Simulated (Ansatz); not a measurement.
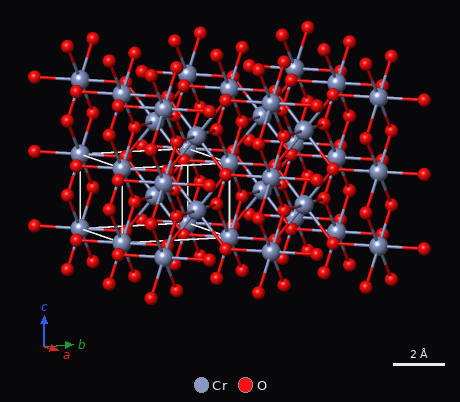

This is the input geometry for a relaxation of crystalline CrO2 (set up in P4_2/mnm). A ball-and-stick model of the cell of the calculation, repeated 2 × 2 × 2 with one cell outlined, seen slightly off an axis.

Case: volume × 1.10, shape and atoms relaxed.

All numbers below come from DFT PBEsol, scalar-relativistic, plane waves, PAW in Ansatz.

Input
```yaml
crystal:
  lattice:
    - [4.5496116105, 0.0, 0.0]
    - [0.0, 4.5496116105, 0.0]
    - [0.0, 0.0, 2.9606649194]
  atoms:
    - { symbol: Cr, position: [0.0, 0.0, 0.0], spin: 1.87 }
    - { symbol: Cr, position: [0.5, 0.5, 0.5], spin: 1.87 }
    - { symbol: O, position: [0.3051300813, 0.3051300813, 0.0] }
    - { symbol: O, position: [0.1948699187, 0.8051300813, 0.5] }
    - { symbol: O, position: [0.6948699187, 0.6948699187, 0.0] }
    - { symbol: O, position: [0.8051300813, 0.1948699187, 0.5] }
basis:
  ecutwfc: 420
kpoints:
  mp_grid: { grid: [8, 8, 12] }
hamiltonian:
  xc: pbesol
scf:
  occupations: { method: gaussian, width: 0.1 }
output:
  forces: true
  stress: true
  eigenvalues: true
  populations: true
magnetization:
  spin_polarized: true
relax:
  adjacent_minimum: "off"
  f_tol: 0.01
  max_steps: 30
  cell: { stress_tol: 0.1, fix: [volume] }
```

Launched with:
```bash
ansatz run input.yaml --threads 1 --pin off --max-ram 2560MiB --backend cpu --events-out ev --progress --plain --runs-dir out
```

**What does the optimiser find from here?**

Over 3 accepted moves (4 points after the start) the energy falls by 0.9 meV per atom. The largest force component goes from 0.1 to 0.00037 eV/Å. The pressure goes from −19.78 to −18.96 GPa. The SCF was repeated once at an unchanged geometry on a basis and grid sized afresh for the cell, which shifted the energy by less than 0.05 meV per atom at most. The largest moves relative to the cell, 0.011 Å, are those of O3, O4, O5 and O6. O3 goes along [1 1 0]. Cr stays in place. The drawn cell changes at constant volume: a = b 4.550 → 4.564 Å (+0.3 %), c 2.961 → 2.943 Å (−0.6 %). Near-neighbour distances that change, for instance: Cr1–O3 1.963 → 1.980 Å, Cr1–O4 1.940 → 1.928 Å. The space group stays P4_2/mnm (No. 136).
